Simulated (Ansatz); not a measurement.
# wB97X/def2-SVP run of CH7ClSi2 (SMILES [SiH3]C[SiH2]Cl)

What is the vertical ionisation energy of CH7ClSi2 at wB97X/def2-SVP? 

Program for the calculation: Ansatz 0.2.0.

49 further runs of the same task are left out: 49 set aside as unsound or not needed.

### 1 The structure to begin with

The species is CH7ClSi2 (11 atoms), meant as a singlet with charge 0. SMILES: `[SiH3]C[SiH2]Cl`. The shape is that of a PBE0-D4/def2-TZVP optimisation. This is one conformer, not always the lowest.

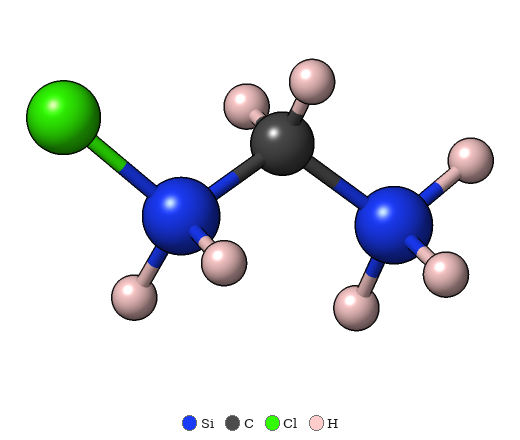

The structure, seen from a chosen angle (silicon blue, carbon dark grey, chlorine green, hydrogen pink).

### 2 A single-point energy at wB97X/def2-SVP

The input, job.yaml:

```yaml
crystal:
  periodic: [false, false, false]
  atoms:
    - symbol: Si
      position_ang: [1.006300, 1.285600, -0.182900]
    - symbol: C
      position_ang: [-0.570400, 0.282700, -0.356100]
    - symbol: Si
      position_ang: [-0.499800, -1.397400, 0.429000]
    - symbol: Cl
      position_ang: [-2.287500, -2.388300, 0.158700]
    - symbol: H
      position_ang: [0.854300, 2.610700, -0.838800]
    - symbol: H
      position_ang: [1.323900, 1.497600, 1.254200]
    - symbol: H
      position_ang: [2.143300, 0.566700, -0.816300]
    - symbol: H
      position_ang: [-1.397400, 0.844300, 0.091100]
    - symbol: H
      position_ang: [-0.797200, 0.162700, -1.420800]
    - symbol: H
      position_ang: [0.561500, -2.228800, -0.187700]
    - symbol: H
      position_ang: [-0.271500, -1.292800, 1.890200]
basis:
  gaussian: {orbitals: def2-SVP}
total_charge: 0
hamiltonian: {xc: {name: wB97X}}
accuracy: high
output: {orbitals: {seedname: orbitals}}
```

Run with:

```sh
$ ansatz run job.yaml --threads 1 --pin off --max-ram 2610MiB --events-out events.jsonl --progress --plain --runs-dir runs
```

The program printed:

```text
Warning: RAYON_NUM_THREADS=1 ignored (pool sized by the plan → 1); use --threads N
Functional definition: wB97X
  name "wB97X"
  parameter omega = 0.3/bohr
  parameter cx = 0.157706
  parameter cx1 = 0.726479
  parameter cx2 = 1.04760
  parameter cx3 = -5.70635
  parameter cx4 = 13.2794
  parameter css1 = -4.33879
  parameter css2 = 18.2308
  parameter css3 = -31.7430
  parameter css4 = 17.2901
  parameter cos1 = 2.37031
  parameter cos2 = -11.3995
  parameter cos3 = 6.58405
  parameter cos4 = -3.78132
  exchange = spin_sum(e_x_unif_sr(omega)*poly(b97_u_x, 1 - cx, cx1, cx2, cx3, cx4)) + cx*exact_x_sr(omega)
      + exact_x_lr(omega)
  correlation = spin_sum(e_c_pw_same_spin*poly(b97_u_same, 1, css1, css2, css3, css4))
      + integral(e_c_pw_opposite_spin*poly(b97_u_opposite, 1, cos1, cos2, cos3, cos4))
2292 factors; integrals over basis functions are off by at most 1.0e-8 eV
449 factors; integrals over basis functions are off by at most 2.1e-9 eV
mean field evaluation 1: about -29418.2496 eV, gradient 2.8e1 eV
mean field evaluation 2: about -29419.2236 eV, gradient 2.0e1 eV
mean field evaluation 4: about -29420.2081 eV, gradient 7.0e-1 eV
mean field evaluation 8: about -29420.3257 eV, gradient 3.4e-2 eV
mean field evaluation 16: about -29420.3257 eV, gradient 4.0e-6 eV
mean field -29420.32567471 eV, -1081.1770267325 hartree, gradient 2.5e-8 eV, S^2 0.000000; 0 other end points of the search recorded, 0 dependent functions left out
reference -29420.32567145 eV, -1081.1770266128 hartree; 29, 29 occupied and 74, 74 virtual orbitals, 2292 factors
Total energy: -29420.32567145 eV, -1081.1770266128 hartree
```

It took 37 s on 1 thread of Arm Neoverse V2, shared host; peak memory 0.68 GiB.

### 3 The doublet cation, same level

The input, molecule.yaml:

```yaml
crystal:
  periodic: [false, false, false]
  atoms:
    - {symbol: Si, position_ang: [1.006300, 1.285600, -0.182900]}
    - {symbol: C, position_ang: [-0.570400, 0.282700, -0.356100]}
    - {symbol: Si, position_ang: [-0.499800, -1.397400, 0.429000]}
    - {symbol: Cl, position_ang: [-2.287500, -2.388300, 0.158700]}
    - {symbol: H, position_ang: [0.854300, 2.610700, -0.838800]}
    - {symbol: H, position_ang: [1.323900, 1.497600, 1.254200]}
    - {symbol: H, position_ang: [2.143300, 0.566700, -0.816300]}
    - {symbol: H, position_ang: [-1.397400, 0.844300, 0.091100]}
    - {symbol: H, position_ang: [-0.797200, 0.162700, -1.420800]}
    - {symbol: H, position_ang: [0.561500, -2.228800, -0.187700]}
    - {symbol: H, position_ang: [-0.271500, -1.292800, 1.890200]}
basis:
  gaussian:
    orbitals: def2-SVP
total_charge: 1
magnetization:
  spin_polarized: true
  initial_magnetization: 1
hamiltonian:
  xc: {name: wB97X}
accuracy: high
output: {orbitals: {seedname: orbitals}}
```

Run with:

```sh
$ ansatz run molecule.yaml --threads 1 --pin off --max-ram 2610MiB --events-out events.jsonl --progress --plain --runs-dir runs
```

The program printed, shortened:

```text
Warning: RAYON_NUM_THREADS=1 ignored (pool sized by the plan → 1); use --threads N
[... 2 set-up lines as earlier in the session ...]
[...]
      + exact_x_lr(omega)
[...]
      + integral(e_c_pw_opposite_spin*poly(b97_u_opposite, 1, cos1, cos2, cos3, cos4))
2288 factors; integrals over basis functions are off by at most 1.0e-8 eV
448 factors; integrals over basis functions are off by at most 2.1e-9 eV
[...]
mean field -29409.33508763 eV, -1080.7731301073 hartree, gradient 2.0e-8 eV, S^2 0.761316; 6 other end points of the search recorded, 0 dependent functions left out
reference -29409.33508437 eV, -1080.7731299872 hartree; 29, 28 occupied and 74, 75 virtual orbitals, 2288 factors
Total energy: -29409.33508437 eV, -1080.7731299872 hartree
```

Run time: 2 min. Hardware: 1 thread of Arm Neoverse V2, shared host; peak memory 1.1 GiB.

### 4 What came out

Level: wB97X/def2-SVP.

| quantity | value |
| --- | --- |
| singlet CH7ClSi2: total energy | -1081.17703 Eh |
| singlet CH7ClSi2: HOMO energy | -10.95 eV |
| singlet CH7ClSi2: LUMO energy | 2.36 eV |
| singlet CH7ClSi2: HOMO–LUMO gap | 13.31 eV |
| doublet cation: total energy | -1080.77313 Eh |
| doublet cation: HOMO energy (highest over α and β) | -16.64 eV |
| doublet cation: LUMO energy (lowest over α and β) | -10.97 eV |
| doublet cation: ⟨S²⟩ | 0.761 |
| vertical ionisation energy (to the doublet cation) | 10.991 eV |

In words: The vertical ionisation energy comes to 10.99 eV (253 kcal/mol). −ε(HOMO) before ionisation, 10.95 eV, is 0.05 eV below this ionisation energy.
